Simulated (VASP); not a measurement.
# Ga2CoO4 with r2SCAN: from relaxation to properties, part 5 of 7

Wanted: the relaxed cell of Ga2CoO4 and its properties. The start is a computed cell from the Materials Project.

VASP 6.6.1; r2SCAN, spin-polarised from a ferromagnetic start; plane waves and PAW (Ga_d, Co, O).

Still holding for the runs below: The magnetic state follows from one typed start and may not be the lowest. The valence top and the conduction bottom belong to opposite spins.

So far, gap on the k-mesh (eV): step 2 (full relaxation (r2SCAN)) 1.52; step 5 (total and projected DOS (r2SCAN)) 1.51; step 6 (electric field gradients (r2SCAN)) 1.52.

### 7. Volume scan with r2SCAN

An equation of state needs energies on both sides of the minimum, all on one mesh and cutoff.

File INCAR:

```
SYSTEM = Ga2CoO4
PREC = Accurate
ENCUT = 520
EDIFF = 1E-06
NELM = 100
ISMEAR = 0
SIGMA = 0.05
LREAL = .FALSE.
ALGO = Normal
METAGGA = R2SCAN
LASPH = .TRUE.
NBANDS = 84
ISPIN = 2
MAGMOM = 0.01 0.01 0.01 0.01 2.653 2.653 0.055 0.055 0.055 0.055 0.055 0.055 0.055 0.055
LMAXMIX = 4
LORBIT = 11
LWAVE = .FALSE.
LCHARG = .FALSE.
KPAR = 8
ISIF = 2
```

File POSCAR:

```
Ga2CoO4
1.0
    0.0000000000      4.0914251353      4.0914251353
    4.0914251353      0.0000000000      4.0914251353
    4.0914251353      4.0914251353      0.0000000000
Ga Co O
4 2 8
Direct
    0.1250000000      0.6250000000      0.6250000000
    0.6250000000      0.6250000000      0.6250000000
    0.6250000000      0.1250000000      0.6250000000
    0.6250000000      0.6250000000      0.1250000000
    0.2500000000      0.2500000000      0.2500000000
    0.0000000000      0.0000000000      0.0000000000
    0.8634774302      0.4095677193      0.8634774302
    0.3865225698      0.3865225698      0.3865225698
    0.8404322807      0.3865225698      0.3865225698
    0.3865225698      0.3865225698      0.8404322807
    0.8634774302      0.8634774302      0.4095677193
    0.4095677193      0.8634774302      0.8634774302
    0.3865225698      0.8404322807      0.3865225698
    0.8634774302      0.8634774302      0.8634774302
```

File KPOINTS:

```
Automatic mesh
0
Gamma
6 6 6
0 0 0
```

Potentials, in the order of the species: Ga_d, Co and O (PBE family, release 64).

Launch:

```
mpirun -np 8 vasp_std
```

Output:

```text
[... set-up lines as in an earlier step ...]
 entering main loop
       N       E                     dE             d eps       ncg     rms          rms(c)
DAV:   1     0.165740074599E+04    0.16574E+04   -0.47646E+04  6284   0.249E+03
DAV:   2     0.241327006154E+03   -0.14161E+04   -0.12533E+04  5376   0.730E+02
DAV:   3    -0.142866519516E+03   -0.38419E+03   -0.35857E+03  5980   0.266E+02
DAV:   4    -0.183777718753E+03   -0.40911E+02   -0.39481E+02  6592   0.902E+01
DAV:   5    -0.185711130533E+03   -0.19334E+01   -0.19095E+01  7412   0.209E+01    0.356E+01
DAV:   6    -0.163966368432E+03    0.21745E+02   -0.13054E+02  8136   0.915E+01    0.801E+01
DAV:   7    -0.141698328252E+03    0.22268E+02   -0.47510E+01  6844   0.977E+01    0.136E+01
DAV:   8    -0.144297032151E+03   -0.25987E+01   -0.13166E+01  6488   0.227E+01    0.103E+01
DAV:   9    -0.145448115840E+03   -0.11511E+01   -0.19200E+00  6904   0.859E+00    0.349E+00
DAV:  10    -0.145504727591E+03   -0.56612E-01   -0.22823E-01  7960   0.365E+00    0.191E+00
DAV:  11    -0.145533710276E+03   -0.28983E-01   -0.67300E-02  6352   0.135E+00    0.105E+00
DAV:  12    -0.145542095477E+03   -0.83852E-02   -0.10520E-02  7940   0.824E-01    0.365E-01
DAV:  13    -0.145541704871E+03    0.39061E-03   -0.22337E-03  7000   0.414E-01    0.218E-01
DAV:  14    -0.145541873127E+03   -0.16826E-03   -0.69591E-04  7764   0.214E-01    0.897E-02
DAV:  15    -0.145541852185E+03    0.20942E-04   -0.18866E-04  8552   0.115E-01    0.307E-02
DAV:  16    -0.145541851601E+03    0.58361E-06   -0.50411E-05  7352   0.472E-02    0.131E-02
DAV:  17    -0.145541847018E+03    0.45830E-05   -0.12536E-05  6060   0.205E-02    0.532E-03
DAV:  18    -0.145541847460E+03   -0.44201E-06   -0.34351E-06  4464   0.116E-02
   1 F= -.14554185E+03 E0= -.14554185E+03  d E =-.488502E-12  mag=     6.0001
```

Run time: 3.5 min. Hardware: 8 MPI ranks of Intel Xeon 6975P-C (Granite Rapids), shared host; peak memory 4.8 GiB.

Parts of OUTCAR (step 7):

```text
   ENCUT  =  520.0 eV  38.22 Ry    6.18 a.u.  10.76 10.76 10.76*2*pi/ulx,y,z

   NELECT =     118.0000    total number of electrons

 E-fermi :   6.7375

 spin component 1
 k-point     1 :       0.0000    0.0000    0.0000
  band No.  band energies     occupation
    ...
     58       5.2021      1.00000
     59       5.2021      1.00000
     60       5.4034      1.00000
     61       5.4034      1.00000
     62       5.4034      1.00000
     63       8.3561      0.00000
     64      11.9157      0.00000
     65      11.9157      0.00000
     66      11.9157      0.00000
     67      13.0497      0.00000
    ...

 k-point     2 :       0.1667    0.0000    0.0000
  band No.  band energies     occupation
    ...
     58       5.1396      1.00000
     59       5.1944      1.00000
     60       5.1944      1.00000
     61       5.4028      1.00000
     62       5.4028      1.00000
     63       8.9038      0.00000
     64      12.1534      0.00000
     65      12.1926      0.00000
     66      12.1927      0.00000
     67      12.9017      0.00000
    ...

  Total       12.4617401     12.4617401     12.4617401      0.0000000      0.0000000      0.0000000
  in kB      145.7590234    145.7590234    145.7590234      0.0000000      0.0000000      0.0000000
  external PRESSURE =     145.7590234 kB  Pullay stress =       0.0000000 kB

 POSITION                                       TOTAL-FORCE (eV/Angst)
 -----------------------------------------------------------------------------------
      5.11428      3.06857      3.06857        -0.000000     -0.000000     -0.000000
      5.11428      5.11428      5.11428        -0.000000     -0.000000     -0.000000
      3.06857      5.11428      3.06857        -0.000000     -0.000000     -0.000000
      3.06857      3.06857      5.11428        -0.000000     -0.000000     -0.000000
      2.04571      2.04571      2.04571        -0.000000     -0.000000     -0.000000
      0.00000      0.00000      0.00000        -0.000000     -0.000000     -0.000000
      5.20857      7.06571      5.20857        -0.185228      0.185228     -0.185228
      3.16286      3.16286      3.16286        -0.185228     -0.185228     -0.185228
      3.16286      5.01999      5.01999        -0.185228      0.185228      0.185228
      5.01999      5.01999      3.16286         0.185228      0.185228     -0.185228
      5.20857      5.20857      7.06571        -0.185228     -0.185228      0.185228
      7.06571      5.20857      5.20857         0.185228     -0.185228     -0.185228
      5.01999      3.16286      5.01999         0.185228     -0.185228      0.185228
      7.06571      7.06571      7.06571         0.185228      0.185228      0.185228
 -----------------------------------------------------------------------------------
    total drift:                                0.000000      0.000000      0.000000

  FREE ENERGIE OF THE ION-ELECTRON SYSTEM (eV)
  ---------------------------------------------------
  free  energy   TOTEN  =      -145.5418474603 eV

  energy  without entropy=     -145.5418474603  energy(sigma->0) =     -145.54184746

 magnetization (x)
# of ion       s       p       d       tot
------------------------------------------
    1        0.003   0.005   0.005   0.012
    2        0.003   0.005   0.005   0.012
    3        0.003   0.005   0.005   0.012
    4        0.003   0.005   0.005   0.012
    5        0.022   0.064   2.548   2.634
    6        0.022   0.064   2.548   2.634
    7        0.006   0.053   0.000   0.058
    8        0.006   0.053   0.000   0.058
    9        0.006   0.053   0.000   0.058
   10        0.006   0.053   0.000   0.058
   11        0.006   0.053   0.000   0.058
   12        0.006   0.053   0.000   0.058
   13        0.006   0.053   0.000   0.058
   14        0.006   0.053   0.000   0.058
--------------------------------------------------
tot          0.099   0.568   5.115   5.782

[... 5 parts as in an earlier step ...]

[... 16 further parts left out ...]
```

The scan keeps the cell's shape and the fractional positions fixed.

This step gave:

```
SCF cycles                                        : 18
free energy (TOTEN)                               : -145.5418 eV
Fermi energy                                      : 6.737 eV
pressure                                          : 14.58 GPa
moment of the cell, from the last line of the log : 6.000 μB
least direct gap on the k-mesh, within one spin   : 2.028 eV
gap on the k-mesh                                 : 1.849 eV
```

Force by atom:

```
atom  x (eV/Å)  y (eV/Å)  z (eV/Å)   size
 Ga1     0.000     0.000     0.000  0.000
 Ga2     0.000     0.000     0.000  0.000
 Ga3     0.000     0.000     0.000  0.000
 Ga4     0.000     0.000     0.000  0.000
 Co5     0.000     0.000     0.000  0.000
 Co6     0.000     0.000     0.000  0.000
  O7    -0.185     0.185    -0.185  0.321
  O8    -0.185    -0.185    -0.185  0.321
  O9    -0.185     0.185     0.185  0.321
 O10     0.185     0.185    -0.185  0.321
 O11    -0.185    -0.185     0.185  0.321
 O12     0.185    -0.185    -0.185  0.321
 O13     0.185    -0.185     0.185  0.321
 O14     0.185     0.185     0.185  0.321
```

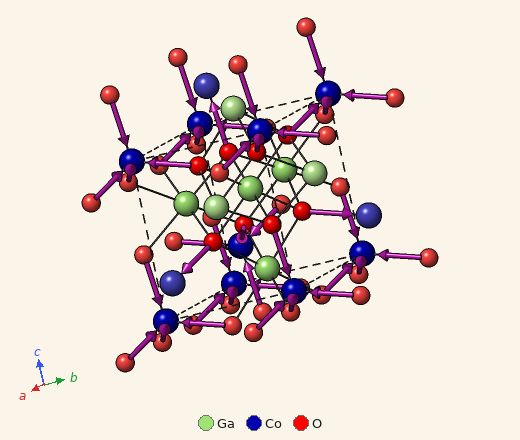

Force as arrows, the longest 0.321 eV/Å. Some periodic images of atoms are drawn too.

The pressure here is 14.58 GPa.

### 8. Volume scan with r2SCAN (run 2)

INCAR is that of step 7.

POSCAR: that of step 7 with these lines changed.

```diff
@@ -2,5 +2,5 @@
 1.0
-    0.0000000000      4.0914251353      4.0914251353
-    4.0914251353      0.0000000000      4.0914251353
-    4.0914251353      4.0914251353      0.0000000000
+    0.0000000000      4.1202389377      4.1202389377
+    4.1202389377      0.0000000000      4.1202389377
+    4.1202389377      4.1202389377      0.0000000000
 Ga Co O
```

KPOINTS is that of step 7.

Launch:

```
mpirun -np 8 vasp_std
```

Output:

```text
[... set-up lines as in an earlier step ...]
 entering main loop
       N       E                     dE             d eps       ncg     rms          rms(c)
DAV:   1     0.163416284334E+04    0.16342E+04   -0.47738E+04  6320   0.247E+03
DAV:   2     0.233611270309E+03   -0.14006E+04   -0.12404E+04  5384   0.715E+02
DAV:   3    -0.143877249376E+03   -0.37749E+03   -0.35285E+03  6004   0.263E+02
DAV:   4    -0.184344640227E+03   -0.40467E+02   -0.38929E+02  6580   0.887E+01
DAV:   5    -0.186245054819E+03   -0.19004E+01   -0.18784E+01  7372   0.205E+01    0.358E+01
DAV:   6    -0.167285579311E+03    0.18959E+02   -0.14280E+02  8200   0.921E+01    0.837E+01
DAV:   7    -0.141768516464E+03    0.25517E+02   -0.49800E+01  6916   0.976E+01    0.139E+01
DAV:   8    -0.144614328141E+03   -0.28458E+01   -0.13757E+01  6512   0.234E+01    0.111E+01
DAV:   9    -0.145617928379E+03   -0.10036E+01   -0.17828E+00  6904   0.788E+00    0.386E+00
DAV:  10    -0.145716463019E+03   -0.98535E-01   -0.20584E-01  7808   0.349E+00    0.196E+00
DAV:  11    -0.145752539903E+03   -0.36077E-01   -0.68823E-02  6452   0.134E+00    0.119E+00
DAV:  12    -0.145761319338E+03   -0.87794E-02   -0.10230E-02  7764   0.805E-01    0.344E-01
DAV:  13    -0.145761073836E+03    0.24550E-03   -0.20116E-03  6920   0.389E-01    0.227E-01
DAV:  14    -0.145761234344E+03   -0.16051E-03   -0.57506E-04  7780   0.183E-01    0.951E-02
DAV:  15    -0.145761214199E+03    0.20145E-04   -0.12904E-04  8568   0.106E-01    0.368E-02
DAV:  16    -0.145761205451E+03    0.87477E-05   -0.43938E-05  7444   0.552E-02    0.124E-02
DAV:  17    -0.145761199899E+03    0.55524E-05   -0.18230E-05  6032   0.227E-02    0.594E-03
DAV:  18    -0.145761201243E+03   -0.13440E-05   -0.28150E-06  4412   0.118E-02    0.294E-03
DAV:  19    -0.145761200946E+03    0.29667E-06   -0.29037E-07  3268   0.343E-03
   1 F= -.14576120E+03 E0= -.14576120E+03  d E =-.177169E-19  mag=     6.0000
```

Elapsed: 4.1 min, on 8 MPI ranks; peak memory 4.9 GiB.

Parts of OUTCAR (step 8):

```text
   ENCUT  =  520.0 eV  38.22 Ry    6.18 a.u.  10.83 10.83 10.83*2*pi/ulx,y,z

   NELECT =     118.0000    total number of electrons

 E-fermi :   6.5259

 spin component 1
 k-point     1 :       0.0000    0.0000    0.0000
  band No.  band energies     occupation
    ...
     58       4.9163      1.00000
     59       4.9163      1.00000
     60       5.1049      1.00000
     61       5.1049      1.00000
     62       5.1049      1.00000
     63       7.9507      0.00000
     64      11.5202      0.00000
     65      11.5202      0.00000
     66      11.5202      0.00000
     67      12.7091      0.00000
    ...

 k-point     2 :       0.1667    0.0000    0.0000
  band No.  band energies     occupation
    ...
     58       4.8559      1.00000
     59       4.9084      1.00000
     60       4.9085      1.00000
     61       5.1035      1.00000
     62       5.1035      1.00000
     63       8.5018      0.00000
     64      11.7590      0.00000
     65      11.7907      0.00000
     66      11.7907      0.00000
     67      12.5354      0.00000
    ...

  Total        7.9717036      7.9717036      7.9717036      0.0000000     -0.0000000      0.0000000
  in kB       91.2986850     91.2986850     91.2986850      0.0000000     -0.0000000      0.0000000
  external PRESSURE =      91.2986850 kB  Pullay stress =       0.0000000 kB

 POSITION                                       TOTAL-FORCE (eV/Angst)
 -----------------------------------------------------------------------------------
      5.15030      3.09018      3.09018         0.000000     -0.000000     -0.000000
      5.15030      5.15030      5.15030         0.000000     -0.000000     -0.000000
      3.09018      5.15030      3.09018         0.000000     -0.000000     -0.000000
      3.09018      3.09018      5.15030         0.000000     -0.000000     -0.000000
      2.06012      2.06012      2.06012         0.000000     -0.000000     -0.000000
      0.00000      0.00000      0.00000         0.000000     -0.000000     -0.000000
      5.24525      7.11547      5.24525        -0.115939      0.115939     -0.115939
      3.18513      3.18513      3.18513        -0.115939     -0.115939     -0.115939
      3.18513      5.05535      5.05535        -0.115939      0.115939      0.115939
      5.05535      5.05535      3.18513         0.115939      0.115939     -0.115939
      5.24525      5.24525      7.11547        -0.115939     -0.115939      0.115939
      7.11547      5.24525      5.24525         0.115939     -0.115939     -0.115939
      5.05535      3.18513      5.05535         0.115939     -0.115939      0.115939
      7.11547      7.11547      7.11547         0.115939      0.115939      0.115939
 -----------------------------------------------------------------------------------
    total drift:                                0.000000      0.000000      0.000000

  FREE ENERGIE OF THE ION-ELECTRON SYSTEM (eV)
  ---------------------------------------------------
  free  energy   TOTEN  =      -145.7612009462 eV

  energy  without entropy=     -145.7612009462  energy(sigma->0) =     -145.76120095

 magnetization (x)
# of ion       s       p       d       tot
------------------------------------------
    1        0.003   0.004   0.004   0.011
    2        0.003   0.004   0.004   0.011
    3        0.003   0.004   0.004   0.011
    4        0.003   0.004   0.004   0.011
    5        0.022   0.061   2.558   2.641
    6        0.022   0.061   2.558   2.641
    7        0.005   0.052   0.000   0.057
    8        0.005   0.052   0.000   0.057
    9        0.005   0.052   0.000   0.057
   10        0.005   0.052   0.000   0.057
   11        0.005   0.052   0.000   0.057
   12        0.005   0.052   0.000   0.057
   13        0.005   0.052   0.000   0.057
   14        0.005   0.052   0.000   0.057
--------------------------------------------------
tot          0.098   0.554   5.133   5.785

[... 5 parts as in an earlier step ...]

[... 16 further parts left out ...]
```

Numbers from this step:

* SCF cycles: 19
* free energy (TOTEN): -145.7612 eV
* Fermi energy: 6.526 eV
* pressure: 9.130 GPa
* moment of the cell, from the last line of the log: 6 μB
* least direct gap on the k-mesh, within one spin: 2.034 eV
* gap on the k-mesh: 1.734 eV

Force by atom:

```
atom  x (eV/Å)  y (eV/Å)  z (eV/Å)   size
 Ga1     0.000     0.000     0.000  0.000
 Ga2     0.000     0.000     0.000  0.000
 Ga3     0.000     0.000     0.000  0.000
 Ga4     0.000     0.000     0.000  0.000
 Co5     0.000     0.000     0.000  0.000
 Co6     0.000     0.000     0.000  0.000
  O7    -0.116     0.116    -0.116  0.201
  O8    -0.116    -0.116    -0.116  0.201
  O9    -0.116     0.116     0.116  0.201
 O10     0.116     0.116    -0.116  0.201
 O11    -0.116    -0.116     0.116  0.201
 O12     0.116    -0.116    -0.116  0.201
 O13     0.116    -0.116     0.116  0.201
 O14     0.116     0.116     0.116  0.201
```

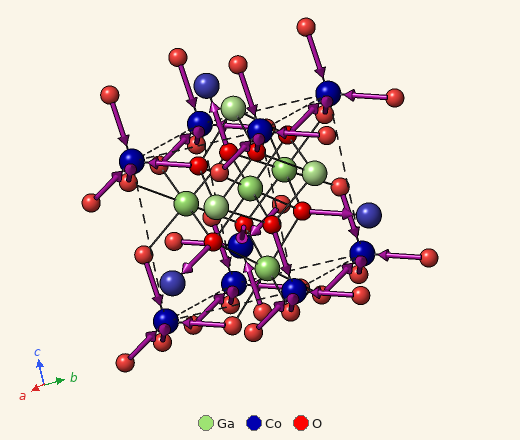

Force as arrows, the longest 0.201 eV/Å. Some periodic images of atoms are drawn too.

The pressure falls from 14.58 to 9.13 GPa.

### 9. Volume scan with r2SCAN (run 3)

INCAR is that of step 8.

POSCAR: that of step 8 with these lines changed.

```diff
@@ -2,5 +2,5 @@
 1.0
-    0.0000000000      4.1202389377      4.1202389377
-    4.1202389377      0.0000000000      4.1202389377
-    4.1202389377      4.1202389377      0.0000000000
+    0.0000000000      4.1486552766      4.1486552766
+    4.1486552766      0.0000000000      4.1486552766
+    4.1486552766      4.1486552766      0.0000000000
 Ga Co O
```

KPOINTS is that of step 8.

Launch:

```
mpirun -np 8 vasp_std
```

Output:

```text
[... set-up lines as in an earlier step ...]
 entering main loop
       N       E                     dE             d eps       ncg     rms          rms(c)
DAV:   1     0.163428544922E+04    0.16343E+04   -0.47944E+04  6264   0.245E+03
DAV:   2     0.238868199658E+03   -0.13954E+04   -0.12366E+04  5376   0.717E+02
DAV:   3    -0.143131646222E+03   -0.38200E+03   -0.35623E+03  6016   0.263E+02
DAV:   4    -0.184668523075E+03   -0.41537E+02   -0.40073E+02  6548   0.895E+01
[...]
DAV:  16    -0.145886994983E+03    0.13106E-04   -0.37189E-05  7344   0.524E-02    0.103E-02
DAV:  17    -0.145886990340E+03    0.46432E-05   -0.15570E-05  5824   0.211E-02    0.551E-03
DAV:  18    -0.145886991334E+03   -0.99465E-06   -0.19010E-06  4136   0.101E-02
   1 F= -.14588699E+03 E0= -.14588699E+03  d E =-.775248E-22  mag=     6.0000
```

It took 4.2 min on 8 MPI ranks; peak memory 4.9 GiB; 27 min of CPU time.

From OUTCAR (step 9):

```text
  Total        3.8283791      3.8283791      3.8283791      0.0000000      0.0000000      0.0000000
  in kB       42.9510192     42.9510192     42.9510192      0.0000000      0.0000000      0.0000000
  external PRESSURE =      42.9510192 kB  Pullay stress =       0.0000000 kB

 POSITION                                       TOTAL-FORCE (eV/Angst)
 -----------------------------------------------------------------------------------
      5.18582      3.11149      3.11149        -0.000000     -0.000000     -0.000000
      5.18582      5.18582      5.18582        -0.000000     -0.000000     -0.000000
      3.11149      5.18582      3.11149        -0.000000     -0.000000     -0.000000
      3.11149      3.11149      5.18582        -0.000000     -0.000000     -0.000000
      2.07433      2.07433      2.07433        -0.000000     -0.000000     -0.000000
      0.00000      0.00000      0.00000        -0.000000     -0.000000     -0.000000
      5.28143      7.16454      5.28143        -0.052622      0.052622     -0.052622
      3.20710      3.20710      3.20710        -0.052622     -0.052622     -0.052622
      3.20710      5.09021      5.09021        -0.052622      0.052622      0.052622
      5.09021      5.09021      3.20710         0.052622      0.052622     -0.052622
      5.28143      5.28143      7.16454        -0.052622     -0.052622      0.052622
      7.16454      5.28143      5.28143         0.052622     -0.052622     -0.052622
      5.09021      3.20710      5.09021         0.052622     -0.052622      0.052622
      7.16454      7.16454      7.16454         0.052622      0.052622      0.052622
 -----------------------------------------------------------------------------------
    total drift:                                0.000000      0.000000      0.000000

  FREE ENERGIE OF THE ION-ELECTRON SYSTEM (eV)
  ---------------------------------------------------
  free  energy   TOTEN  =      -145.8869913342 eV

  energy  without entropy=     -145.8869913342  energy(sigma->0) =     -145.88699133

 magnetization (x)
# of ion       s       p       d       tot
------------------------------------------
    1        0.003   0.004   0.004   0.011
    2        0.003   0.004   0.004   0.011
    3        0.003   0.004   0.004   0.011
    4        0.003   0.004   0.004   0.011
    5        0.022   0.058   2.567   2.647
    6        0.022   0.058   2.567   2.647
    7        0.005   0.051   0.000   0.056
    8        0.005   0.051   0.000   0.056
    9        0.005   0.051   0.000   0.056
   10        0.005   0.051   0.000   0.056
   11        0.005   0.051   0.000   0.056
   12        0.005   0.051   0.000   0.056
   13        0.005   0.051   0.000   0.056
   14        0.005   0.051   0.000   0.056
--------------------------------------------------
tot          0.098   0.541   5.149   5.787

[... 1 part as in an earlier step ...]

[... 2 further parts left out ...]
[key lines of the parts left out:]
E-fermi :   6.2661
```

The pressure falls from 9.13 to 4.30 GPa.

The run ends at a pressure of 4.30 GPa, with forces up to 0.091 eV/Å.

(Continued in part 6 of 7.)

[Lines on the potential files, build, host, timing and source positions are cut from VASP's logs without a mark.]

[Logs are printed without paths, hosts, clocks, repeated set-up lines and the standing remarks that a program may print on its own settings, such as how far it seeks lower states.]

[Hosts, paths, dates, database ids (printed as entryN), source tags and the programs' standing remarks are cut or masked in the printed files.]

[A measured line is paired with the nearest computed mode of its activity, which favours agreement.]
